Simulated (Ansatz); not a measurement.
# Rhodium, omega (AlB2-type) under m-r²SCAN: structure, energy and stiffness, part 2 of 3

The plan for rhodium in the omega (AlB2-type) structure: relax it, solve it on a dense k-mesh, then scale the cell to 7 volumes from 88 to 112 % of the relaxed one and try a fit of the equation of state. The start is ferromagnetic. The k-meshes are 9×9×12 for the relaxation; 11×11×16 for the dense run; 10×10×13 for the volumes.

Ansatz 0.2.0; DFT, m-r2SCAN, plane waves (500 eV) with PAW, scalar-relativistic. Earlier steps stand in the parts before.

### 3 Single point on a dense mesh

The input, input.yaml:

```yaml
crystal:
  lattice:
    - [4.3003668392, 0.0, 0.0]
    - [-2.1501834196, 3.7242269284, 0.0]
    - [0.0, 0.0, 2.6394011735]
  atoms:
    - { symbol: Rh, position: [1.0, 1.0, 0.0], spin: 1.0 }
    - { symbol: Rh, position: [0.3333333333, 0.6666666667, 0.5], spin: 1.0 }
    - { symbol: Rh, position: [0.6666666667, 0.3333333333, 0.5], spin: 1.0 }
hamiltonian:
  xc: mr2scan
  pseudopotentials:
    kind: paw
    azcp:
      Rh: "pseudopotentials/Rh.paw.azcp"
basis:
  ecutwfc: 500
  fft_grid_basis: typed
kpoints:
  mp_grid: { grid: [11, 11, 16], shift: [0, 0, 0] }
magnetization:
  spin_polarized: true
scf:
  occupations: { method: fermi_dirac, width: 0.05 }
output:
  write_density: true
  write_potential: true
  elf: true
  volumetric_format: npy
```

Command:

```sh
> ansatz run input.yaml --threads 2 --pin off --max-ram 6144MiB --backend cpu --events-out ev --progress --plain --runs-dir out
```

The log of the run:

```text
Warning: RAYON_NUM_THREADS=2 ignored (pool sized by the plan → 2); use --threads N
Engine: ansatz 0.2.0, aarch64-unknown-linux-gnu
Pseudopotentials: kind: paw
Pseudopotential: Rh, paw, valence charge 17, recommended cutoff 500 eV (meta_gga), <dir>
Functional definition: m-r2SCAN
  exchange = m_r2scan_x
  correlation = m_r2scan_c
Crystal: 3 atoms, lattice volume = 42.271 Å³
Basis set: ecut = 500 eV, 1095 PW (Γ), exchange–correlation on 128×128×80 points (64 copies of the dense FFT grid, shifted against one another)
Bands: 33, of which v1, the nominal top of the filled ones, is band 26 counted from 1 (25 counted from 0)
Symmetry: 24 space group operations
Space group: P6/mmm (ITA 191), of the structure as read, at distance tolerance 3.5e-5 Å
Magnetic group: BNS 191.233 (UNI 1463), of the structure as read, at distance tolerance 3.5e-5 Å
k-points: 144 of 1936
Non-local potential: Rh, projectors of the file, l = 0: 3, l = 1: 2, l = 2: 2, l = 3: 1
PAW form: soft (Blöchl's): semilocal exchange-correlation on the pseudo side does not see the compensation charge
PAW frozen core: Rh, regenerated for the run's functional (the file was generated under x = pbe(κ = 0.804, μ = 0.2195149727645171), c = pbe(β = 0.06672455060314922))
PAW one-centre angular grid: Rh, 590 points (default); XC on 160 Gauss nodes
Initial density: superposition of atomic densities (chi_scale 0.1, normalization cell)
Starting moments: Σ|m| = 3 μB on 3 of 3 sites
Initial wavefunctions: pseudopotential atomic-orbital guess
Functional: x = mr2scan, c = mr2scan; τ floored in thin density (d = 2e-4 eV/Å³)
SCF iter   1: F=—  HF=-19246.373874 eV  |F-HF|=—  |Δ(HF+E_count)|=         —  Δρ=5.37e-2 (↑5.37e-2 ↓4.30e-2)  dr2=3.48e0  dr2_τ=2.70e-2  dr2_m=7.68e-2  M=2.231 μB ∫|m|=2.231 μB  β_m=1.00  ethr=3.10e-3  ⟨swp⟩=5.2  Hψ=33924  notcnv=0  defer=3
Mixer restart at iter 1: flushing history
preconditioner: auto → none  [metal: Δε(μ)=0.005 eV  Ē_g=9.364 eV  σ=0.050 eV  W_gap=0.03  n_scr=8 (ndim 8)  ℏωp=29.7 eV  f_vac=0.000  D(μ)=5.32/eV (n_scr^D=70)  sad-step TF]
SCF iter   2: F=—  HF=-19245.242186 eV  |F-HF|=—  |Δ(HF+E_count)|=    1.13e0  Δρ=2.95e-2 (↑2.95e-2 ↓2.81e-2)  dr2=1.32e0  dr2_τ=1.38e-2  dr2_m=3.10e-3  M=2.021 μB ∫|m|=2.040 μB  β_m=0.74  ethr=3.10e-3  ⟨swp⟩=2.4  Hψ=15451  notcnv=0  defer=328  κ⁻¹=1.0e0(r=1)
SCF iter   3: F=—  HF=-19244.949656 eV  |F-HF|=—  |Δ(HF+E_count)|=   2.93e-1  Δρ=9.92e-3 (↑9.15e-3 ↓9.92e-3)  dr2=6.70e-2  dr2_τ=1.52e-3  dr2_m=8.02e-3  M=1.704 μB ∫|m|=1.787 μB  β_m=1.00  ethr=2.58e-3  ⟨swp⟩=2.3  Hψ=15550  notcnv=0  defer=328  κ⁻¹=4.3e-2(r=2)
SCF iter   4: F=—  HF=-19245.516351 eV  |F-HF|=—  |Δ(HF+E_count)|=         —  Δρ=5.05e-2 (↑4.77e-2 ↓5.05e-2)  dr2=2.61e-2  dr2_τ=7.74e-2  dr2_m=9.11e-1  M=-0.298 μB ∫|m|=0.298 μB  β_m=1.00  ethr=1.31e-4  ⟨swp⟩=2.5  Hψ=17557  notcnv=0  defer=334
Mixer restart at iter 4: flushing history
SCF iter   5: F=—  HF=-19245.134110 eV  |F-HF|=—  |Δ(HF+E_count)|=   3.82e-1  Δρ=4.86e-3 (↑4.86e-3 ↓4.16e-3)  dr2=1.19e-2  dr2_τ=7.95e-4  dr2_m=6.06e-3  M=-0.100 μB ∫|m|=0.100 μB  β_m=0.45  ethr=9.80e-5  ⟨swp⟩=2.1  Hψ=18298  notcnv=0  defer=332
SCF iter   6: F=—  HF=-19245.133801 eV  |F-HF|=—  |Δ(HF+E_count)|=   3.10e-4  Δρ=3.31e-3 (↑3.31e-3 ↓2.98e-3)  dr2=2.61e-3  dr2_τ=2.09e-4  dr2_m=3.44e-3  M=-0.066 μB ∫|m|=0.066 μB  β_m=0.44  ethr=2.32e-5  ⟨swp⟩=2.4  Hψ=15081  notcnv=0  defer=310  κ⁻¹=1.0e0(r=1)
SCF iter   7: F=—  HF=-19245.133390 eV  |F-HF|=—  |Δ(HF+E_count)|=   4.11e-4  Δρ=2.66e-3 (↑2.66e-3 ↓2.55e-3)  dr2=1.97e-4  dr2_τ=5.61e-5  dr2_m=2.59e-3  M=-0.039 μB ∫|m|=0.039 μB  β_m=0.30  ethr=5.12e-6  ⟨swp⟩=2.1  Hψ=11786  notcnv=0  defer=298  κ⁻¹=1.8e-2(r=2)
SCF iter   8: F=—  HF=-19245.132808 eV  |F-HF|=—  |Δ(HF+E_count)|=   5.81e-4  Δρ=1.04e-3 (↑1.04e-3 ↓1.01e-3)  dr2=4.57e-5  dr2_τ=5.37e-6  dr2_m=3.81e-4  M=0.028 μB ∫|m|=0.028 μB  β_m=1.00  ethr=3.86e-7  ⟨swp⟩=2.0  Hψ=15711  notcnv=0  defer=301  κ⁻¹=3.2e-3(r=3)
SCF iter   9: F=—  HF=-19245.132440 eV  |F-HF|=—  |Δ(HF+E_count)|=   3.69e-4  Δρ=2.96e-4 (↑2.96e-4 ↓2.05e-4)  dr2=1.98e-5  dr2_τ=1.07e-6  dr2_m=1.47e-5  M=0.056 μB ∫|m|=0.057 μB  β_m=1.00  ethr=8.97e-8  ⟨swp⟩=2.0  Hψ=16880  notcnv=0  defer=301  κ⁻¹=9.8e-4(r=4)
SCF iter  10: F=—  HF=-19245.132375 eV  |F-HF|=—  |Δ(HF+E_count)|=   6.43e-5  Δρ=2.97e-4 (↑2.73e-4 ↓2.97e-4)  dr2=1.65e-6  dr2_τ=2.54e-6  dr2_m=3.05e-5  M=0.048 μB ∫|m|=0.049 μB  β_m=1.00  ethr=3.89e-8  ⟨swp⟩=2.0  Hψ=14565  notcnv=0  defer=300  κ⁻¹=4.2e-4(r=5)
SCF iter  11: F=—  HF=-19245.132411 eV  |F-HF|=—  |Δ(HF+E_count)|=   3.58e-5  Δρ=1.61e-4 (↑1.44e-4 ↓1.61e-4)  dr2=4.35e-7  dr2_τ=7.17e-7  dr2_m=8.62e-6  M=0.035 μB ∫|m|=0.036 μB  β_m=1.00  ethr=3.24e-9  ⟨swp⟩=2.0  Hψ=16901  notcnv=0  defer=300  κ⁻¹=2.1e-5(r=6)
SCF iter  12: F=—  HF=-19245.132426 eV  |F-HF|=—  |Δ(HF+E_count)|=   1.44e-5  Δρ=1.43e-4 (↑1.29e-4 ↓1.43e-4)  dr2=3.36e-7  dr2_τ=5.85e-7  dr2_m=6.86e-6  M=0.026 μB ∫|m|=0.027 μB  β_m=1.00  ethr=8.53e-10  ⟨swp⟩=2.0  Hψ=16890  notcnv=0  defer=300  κ⁻¹=7.5e-7(r=7)
SCF iter  13: F=—  HF=-19245.132429 eV  |F-HF|=—  |Δ(HF+E_count)|=   3.10e-6  Δρ=1.34e-4 (↑1.21e-4 ↓1.34e-4)  dr2=3.30e-7  dr2_τ=5.09e-7  dr2_m=5.96e-6  M=0.024 μB ∫|m|=0.025 μB  β_m=1.00  ethr=6.60e-10  ⟨swp⟩=2.4  Hψ=12614  notcnv=0  defer=300  κ⁻¹=7.4e-8(r=8)
SCF iter  14: F=—  HF=-19245.132446 eV  |F-HF|=—  |Δ(HF+E_count)|=   1.70e-5  Δρ=3.44e-5 (↑2.50e-5 ↓3.44e-5)  dr2=2.31e-7  dr2_τ=2.05e-8  dr2_m=1.67e-7  M=0.002 μB ∫|m|=0.002 μB  β_m=1.00  ethr=6.47e-10  ⟨swp⟩=3.3  Hψ=20251  notcnv=0  defer=300  κ⁻¹=5.3e-8(r=8)
SCF iter  15: F=—  HF=-19245.132446 eV  |F-HF|=—  |Δ(HF+E_count)|=   5.26e-7  Δρ=2.82e-5 (↑2.06e-5 ↓2.82e-5)  dr2=2.18e-7  dr2_τ=1.43e-8  dr2_m=1.19e-7  M=0.002 μB ∫|m|=0.002 μB  β_m=1.00  ethr=4.54e-10  ⟨swp⟩=2.4  Hψ=14910  notcnv=0  defer=300  κ⁻¹=1.2e-6(r=8)
SCF iter  16: F=—  HF=-19245.132447 eV  |F-HF|=—  |Δ(HF+E_count)|=   3.59e-7  Δρ=2.38e-5 (↑2.38e-5 ↓1.49e-5)  dr2=7.91e-8  dr2_τ=1.35e-8  dr2_m=1.33e-7  M=0.002 μB ∫|m|=0.002 μB  β_m=1.00  ethr=4.27e-10  ⟨swp⟩=2.0  Hψ=16942  notcnv=0  defer=300  κ⁻¹=2.5e-6(r=8)
SCF iter  17: F=—  HF=-19245.132447 eV  |F-HF|=—  |Δ(HF+E_count)|=   2.39e-7  Δρ=1.43e-5 (↑1.43e-5 ↓1.33e-5)  dr2=1.36e-9  dr2_τ=6.42e-9  dr2_m=7.34e-8  M=-0.002 μB ∫|m|=0.002 μB  β_m=1.00  ethr=1.55e-10  ⟨swp⟩=2.0  Hψ=16944  notcnv=0  defer=300  κ⁻¹=5.7e-7(r=8)
SCF iter  18: F=—  HF=-19245.132447 eV  |F-HF|=—  |Δ(HF+E_count)|=   1.20e-7  Δρ=1.12e-5 (↑1.12e-5 ↓1.00e-5)  dr2=2.08e-9  dr2_τ=3.73e-9  dr2_m=4.28e-8  M=-0.002 μB ∫|m|=0.002 μB  β_m=1.00  ethr=2.67e-12  ⟨swp⟩=2.0  Hψ=17199  notcnv=0  defer=300  κ⁻¹=2.9e-6(r=8)
SCF iter  19: F=—  HF=-19245.132447 eV  |F-HF|=—  |Δ(HF+E_count)|=   4.83e-8  Δρ=1.18e-5 (↑9.64e-6 ↓1.18e-5)  dr2=6.22e-9  dr2_τ=4.09e-9  dr2_m=4.40e-8  M=-0.001 μB ∫|m|=0.001 μB  β_m=1.00  ethr=2.67e-12  ⟨swp⟩=3.0  Hψ=24522  notcnv=0  defer=300  κ⁻¹=2.2e-6(r=8)
SCF iter  20: F=—  HF=-19245.132447 eV  |F-HF|=—  |Δ(HF+E_count)|=   1.18e-7  Δρ=3.59e-6 (↑3.59e-6 ↓3.59e-6)  dr2=3.27e-11  dr2_τ=4.68e-10  dr2_m=4.96e-9  M=-0.000 μB ∫|m|=0.000 μB  β_m=1.00  ethr=2.67e-12  ⟨swp⟩=3.3  Hψ=20667  notcnv=0  defer=300  κ⁻¹=2.3e-6(r=8)
SCF iter  21: F=—  HF=-19245.132447 eV  |F-HF|=—  |Δ(HF+E_count)|=   1.95e-8  Δρ=1.44e-6 (↑1.44e-6 ↓1.31e-6)  dr2=4.84e-11  dr2_τ=6.76e-11  dr2_m=7.21e-10  M=-0.000 μB ∫|m|=0.000 μB  β_m=1.00  ethr=1.00e-12  ⟨swp⟩=2.0  Hψ=17220  notcnv=0  defer=300  κ⁻¹=1.7e-6(r=8)
SCF iter  22: F=—  HF=-19245.132447 eV  |F-HF|=—  |Δ(HF+E_count)|=   2.98e-9  Δρ=4.96e-7 (↑4.67e-7 ↓4.96e-7)  dr2=9.62e-12  dr2_τ=6.95e-12  dr2_m=8.23e-11  M=0.000 μB ∫|m|=0.000 μB  β_m=1.00  ethr=1.00e-12  ⟨swp⟩=2.0  Hψ=16431  notcnv=0  defer=300  κ⁻¹=4.8e-6(r=8)
SCF iter  23: F=-19245.132447 eV  HF=-19245.132447 eV  |F-HF|=1.89e-10  |Δ(HF+E_count)|=  1.16e-10  Δρ=4.70e-7 (↑4.70e-7 ↓3.86e-7)  dr2=2.30e-10  dr2_τ=6.04e-12  dr2_m=4.53e-11  M=-0.000 μB ∫|m|=0.000 μB  ethr=1.00e-12  ⟨swp⟩=5.4  Hψ=31559  notcnv=0
SCF 1 converged in 23 iterations: F = -19245.132447 eV  dr2 = 2.30e-10
WARN: the starting moments were not kept: the SCF closed with an absolute magnetisation of 4.1e-5 μB, where they sum to 3 μB in size (3 sites). That is at most 0.1 of that sum. Measured as dr2_m measures the in/out step, that magnetisation stands 4.1e-10 eV from none, at or under the dr2_threshold of 1.0e-7 eV: it is no larger than a step whose dr2_m would equal this threshold. The system may hold no moment; this SCF shows only that its start led to no more than that. To try another start: raise the starting moments (crystal.atoms[].spin, magnetization.per_species, magnetization.initial_magnetization, or on a non-collinear deck that types none of these the spinor_matrix: blocks that start its atoms; where the total moment is fixed, keep their sum and leave initial_magnetization as it is; typed ones take the place of any that the run laid by itself, positive ones on a crystal's lanthanoids without a Hubbard term where scf.initial_density.shell_occupations: [] is typed) or, if the notice of its spin-set hold's release reads "site moments contracting" or "site moments show no strong build", lengthen the hold (scf.mixing.spin_hold: { on: { confirm: 4 } }; for m-r²SCAN on two components see the key's manual first). Each may lead to a state that holds a moment. A second SCF, from the converged charge density, with the starting moments and any scf.initial_density.shell_occupations laid on it anew, would have followed, and was not run: the deck does not ask for one (magnetization.retry_lost_moments is false, the default). To let it run, set magnetization.retry_lost_moments: true and run the deck again, where that key's refused combinations let it; where memory then withholds it, that run's warning says so.
this state was not tested for a lower state beside it, because the mixer in use, unlike msr1, does not test its closes by its own steps (another_mixer; see scf.mixing.algorithm and scf.lower_state_search)
SCF converged after 23 iterations
Magnetization: -0.0000 μB (25.5000 up, 25.5000 down)
Absolute magnetization: 0.0000 μB (∫|ρ↑−ρ↓|, with the PAW one-centre terms)
Spin contamination: 0.0000 ħ² per cell (⟨S²⟩ above its minimum at these occupations)
Per-site moments (μB) at R_I (Å): [(-1.556029409104498e-5, 1.0887529840687502), (-1.2044552448320268e-5, 1.024162405301666), (-1.2044552448332118e-5, 1.024162405301666)]
Free energy (F): -19245.132447 eV
Harris-Foulkes:  -19245.132447 eV  (|F-HF|=1.89e-10)
Internal energy: -19245.086292 eV  (E = F + TS)
E sigma→0 (E₀):  -19245.109369 eV
Entropy (-TS):   -0.046155 eV (-15.385 meV/atom)
Fermi energy:    21.548470 eV
--- Per-component energies (eV) ---
  E_band       = -335.781714
  E_kinetic    = 1719.618515
  E_local      = -4813.086685  (includes V_loc(G=0)·N_el)
  E_nonlocal   = 1068.245885
  E_hartree    = 1696.262542
  E_xc         = -649.651186
  E_vxc        = -941.190605  (∫ρ·V_xc dr)
  E_paw        = -10813.547135  (= ΣΔE_a)
  E_vpaw       = -825.577357  (= ΣTr[D̂ρ^β])
  E_aug_tail   = 0.001849  (compensation charges beyond the density's cutoff)
  E_vtau       = 63.681625  (kinetic-family band-sum trace: ∫τ·v_τ [+ j·A + Jᵃ·Aᵃ] dr)
  E_ewald      = -7451.820199
  E_core_change = -1.109878  (= ΣΔE_core)
  E_smearing   = -0.046155  (= −TS)
  E_closure    = -0.000000  (closes the sum)
  Σ components = -19245.132447   (vs F -19245.132447, Δ=0.00e0)
--- Band table (eV; the first three rows and the last of 288) ---
  k-point 0 ↑: bands = ["-59.5411", "-59.3668", "-59.2948", "-26.9207", "-26.9207", "-26.5171", "-26.5171", "-26.2942", "-26.1492", "-26.1492", "-26.1314", "-26.0743", "13.5716", "15.5844", "17.8760", "17.8760", "17.8815", "17.9162", "17.9162", "18.2159", "19.0152", "19.0152", "19.8291", "19.8291", "19.9239", "19.9239", "22.3155", "22.3155", "30.4017", "30.4017", "30.4587", "30.4587", "31.2482"]
  k-point 1 ↑: bands = ["-59.5388", "-59.3649", "-59.2932", "-26.9186", "-26.9186", "-26.5119", "-26.5119", "-26.3120", "-26.1524", "-26.1510", "-26.1510", "-26.0924", "13.6815", "15.6949", "17.7807", "17.7807", "17.8291", "17.8291", "18.0326", "18.3237", "18.9069", "18.9069", "19.9273", "19.9273", "19.9947", "19.9947", "22.2614", "22.2614", "30.5329", "30.5329", "30.5553", "30.5553", "31.2586"]
  k-point 2 ↑: bands = ["-59.5322", "-59.3596", "-59.2886", "-26.9124", "-26.9124", "-26.4965", "-26.4965", "-26.3621", "-26.2122", "-26.1563", "-26.1563", "-26.1436", "13.9979", "16.0121", "17.4928", "17.4928", "17.5952", "17.5952", "18.4761", "18.6497", "18.7789", "18.7789", "19.9155", "19.9155", "20.3082", "20.3082", "22.1304", "22.1304", "30.8229", "30.8229", "30.9001", "30.9001", "31.2929"]
  k-point 143 ↓: bands = ["-59.4072", "-59.3905", "-59.2528", "-27.0245", "-26.6756", "-26.6514", "-26.6439", "-26.5863", "-26.5383", "-26.2539", "-26.2384", "-26.2155", "15.3506", "16.5749", "16.5933", "17.0900", "17.1828", "17.4722", "18.0421", "18.6066", "19.3000", "19.3010", "20.2425", "21.9852", "22.2500", "22.5907", "22.7061", "24.4822", "26.6424", "27.8516", "30.1392", "30.4404", "30.7975"]
```

Wall time 58 s (2 threads of Arm Neoverse V1, shared host); peak memory 0.65 GiB.

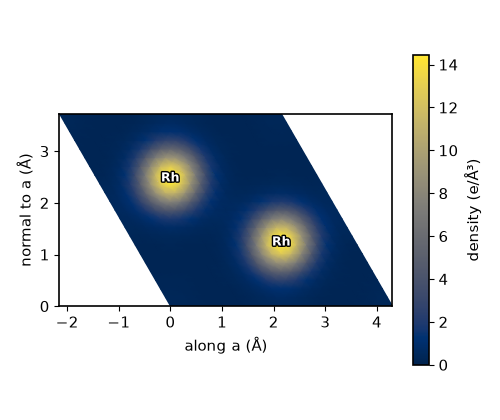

Density in a lattice plane of the grid's cell (edges 4.30 and 4.30 Å, at 0.500 of the third edge), which holds Rh. Only atoms in the plane are labelled. It is the smooth density of the valence electrons, not physical close to the nuclei.

### 4 Volume × 0.88

input.yaml, as its differences from that of step 3:

```diff
@@ -2,5 +2,5 @@
   lattice:
-    - [4.3003668392, 0.0, 0.0]
-    - [-2.1501834196, 3.7242269284, 0.0]
-    - [0.0, 0.0, 2.6394011735]
+    - [4.1209726132, 0.0, 0.0]
+    - [-2.0604863066, 3.5688669714, 0.0]
+    - [0.0, 0.0, 2.5292958387]
   atoms:
@@ -19,3 +19,3 @@
 kpoints:
-  mp_grid: { grid: [11, 11, 16], shift: [0, 0, 0] }
+  mp_grid: { grid: [10, 10, 13], shift: [0, 0, 0] }
 magnetization:
@@ -24,3 +24,5 @@
   occupations: { method: fermi_dirac, width: 0.05 }
+  lower_state_search: "off"
 output:
+  stress: true
   write_density: true
```

Command:

```sh
> ansatz run input.yaml --threads 2 --pin off --max-ram 6144MiB --backend cpu --events-out ev --progress --plain --runs-dir out
```

The log of the run, shortened:

```text
Warning: RAYON_NUM_THREADS=2 ignored (pool sized by the plan → 2); use --threads N
[...]
[... 3 set-up lines as earlier in the session ...]
[...]
Crystal: 3 atoms, lattice volume = 37.199 Å³
Basis set: ecut = 500 eV, 939 PW (Γ), exchange–correlation on 128×128×80 points (64 copies of the dense FFT grid, shifted against one another)
Bands: 33, of which v1, the nominal top of the filled ones, is band 26 counted from 1 (25 counted from 0)
[... 1 set-up line as earlier in the session ...]
[...]
WARN: the starting moments were not kept: the SCF closed with an absolute magnetisation of 1.8e-5 μB, where they sum to 3 μB in size (3 sites). That is at most 0.1 of that sum. Measured as dr2_m measures the in/out step, that magnetisation stands 1.3e-10 eV from none, at or under the [...]
Spin contamination: 0.0000 ħ² per cell (⟨S²⟩ above its minimum at these occupations)
Per-site moments (μB) at R_I (Å): [(-3.9584220518435055e-8, 1.04333453346375), (-8.267332221480793e-6, 0.9814384171255324), (-8.26733222144801e-6, 0.9814384171255324)]
Free energy (F): -19244.485511 eV
[...]
E sigma→0 (E₀):  -19244.466908 eV
Entropy (-TS):   -0.037206 eV (-12.402 meV/atom)
Fermi energy:    25.385657 eV
[...]
--- Stress (GPa, compression-positive) ---
       48.479368       0.000000      -0.000000
        0.000000      48.479368       0.000000
       -0.000000       0.000000      42.918436
  P = ⅓ Tr σ = 46.6257 GPa (466.257 kbar)
--- Band table (eV; the first three rows and the last of 196) ---
[...]
```

It took 52 s on 2 threads of Arm Neoverse V1, shared host; peak memory 0.54 GiB.

### 5 Volume × 0.92

input.yaml, as its differences from that of step 4:

```diff
@@ -2,5 +2,5 @@
   lattice:
-    - [4.1209726132, 0.0, 0.0]
-    - [-2.0604863066, 3.5688669714, 0.0]
-    - [0.0, 0.0, 2.5292958387]
+    - [4.1824887365, 0.0, 0.0]
+    - [-2.0912443683, 3.6221414968, 0.0]
+    - [0.0, 0.0, 2.5670520893]
   atoms:
```

Command:

```sh
> ansatz run input.yaml --threads 2 --pin off --max-ram 6144MiB --backend cpu --events-out ev --progress --plain --runs-dir out
```

The log of the run, shortened:

```text
Warning: RAYON_NUM_THREADS=2 ignored (pool sized by the plan → 2); use --threads N
[...]
[... 3 set-up lines as earlier in the session ...]
[...]
Crystal: 3 atoms, lattice volume = 38.890 Å³
Basis set: ecut = 500 eV, 963 PW (Γ), exchange–correlation on 128×128×80 points (64 copies of the dense FFT grid, shifted against one another)
Bands: 33, of which v1, the nominal top of the filled ones, is band 26 counted from 1 (25 counted from 0)
[... 1 set-up line as earlier in the session ...]
[...]
WARN: the starting moments were not kept: the SCF closed with an absolute magnetisation of 2.5e-5 μB, where they sum to 3 μB in size (3 sites). That is at most 0.1 of that sum. Measured as dr2_m measures the in/out step, that magnetisation stands 2.3e-10 eV from none, at or under the [...]
Spin contamination: 0.0000 ħ² per cell (⟨S²⟩ above its minimum at these occupations)
Per-site moments (μB) at R_I (Å): [(2.3849742525343527e-6, 1.05890898683625), (-1.0967724677844044e-5, 0.9960889116270509), (-1.0967724677485861e-5, 0.9960889116270509)]
Free energy (F): -19244.870747 eV
[...]
E sigma→0 (E₀):  -19244.850807 eV
Entropy (-TS):   -0.039881 eV (-13.294 meV/atom)
Fermi energy:    23.996133 eV
[...]
--- Stress (GPa, compression-positive) ---
       28.425202      -0.000000       0.000000
       -0.000000      28.425202       0.000000
        0.000000       0.000000      24.656383
  P = ⅓ Tr σ = 27.1689 GPa (271.689 kbar)
--- Band table (eV; the first three rows and the last of 196) ---
[...]
```

Wall time 53 s (2 threads of Arm Neoverse V1, shared host); peak memory 0.55 GiB.

### 6 Volume × 0.96

input.yaml, as its differences from that of step 5:

```diff
@@ -2,5 +2,5 @@
   lattice:
-    - [4.1824887365, 0.0, 0.0]
-    - [-2.0912443683, 3.6221414968, 0.0]
-    - [0.0, 0.0, 2.5670520893]
+    - [4.2422466492, 0.0, 0.0]
+    - [-2.1211233246, 3.6738933673, 0.0]
+    - [0.0, 0.0, 2.6037292173]
   atoms:
@@ -27,5 +27 @@
   stress: true
-  write_density: true
-  write_potential: true
-  elf: true
-  volumetric_format: npy
```

Command:

```sh
> ansatz run input.yaml --threads 2 --pin off --max-ram 6144MiB --backend cpu --events-out ev --progress --plain --runs-dir out
```

The log of the run, shortened:

```text
Warning: RAYON_NUM_THREADS=2 ignored (pool sized by the plan → 2); use --threads N
[...]
[... 3 set-up lines as earlier in the session ...]
[...]
Crystal: 3 atoms, lattice volume = 40.581 Å³
Basis set: ecut = 500 eV, 1011 PW (Γ), exchange–correlation on 128×128×80 points (64 copies of the dense FFT grid, shifted against one another)
Bands: 33, of which v1, the nominal top of the filled ones, is band 26 counted from 1 (25 counted from 0)
[... 1 set-up line as earlier in the session ...]
[...]
WARN: the starting moments were not kept: the SCF closed with an absolute magnetisation of 2.2e-5 μB, where they sum to 3 μB in size (3 sites). That is at most 0.1 of that sum. Measured as dr2_m measures the in/out step, that magnetisation stands 1.7e-10 eV from none, at or under the [...]
Absolute magnetization: 0.0000 μB (∫|ρ↑−ρ↓|, with the PAW one-centre terms)
Spin contamination: 0.0000 ħ² per cell (⟨S²⟩ above its minimum at these occupations)
Per-site moments (μB) at R_I (Å): [(1.470539013334449e-5, 1.07403830213625), (-2.8657775415300037e-6, 1.0103206760111592), (-2.8657775413917895e-6, 1.0103206760111592)]
Free energy (F): -19245.073722 eV
[...]
E sigma→0 (E₀):  -19245.052387 eV
Entropy (-TS):   -0.042670 eV (-14.223 meV/atom)
Fermi energy:    22.722643 eV
[...]
--- Stress (GPa, compression-positive) ---
       12.697435       0.000000       0.000000
        0.000000      12.697435       0.000000
        0.000000       0.000000      10.353712
  P = ⅓ Tr σ = 11.9162 GPa (119.162 kbar)
```

Wall time 45 s (2 threads of Arm Neoverse V1, shared host); peak memory 0.55 GiB.

(Continued in part 3 of 3.)
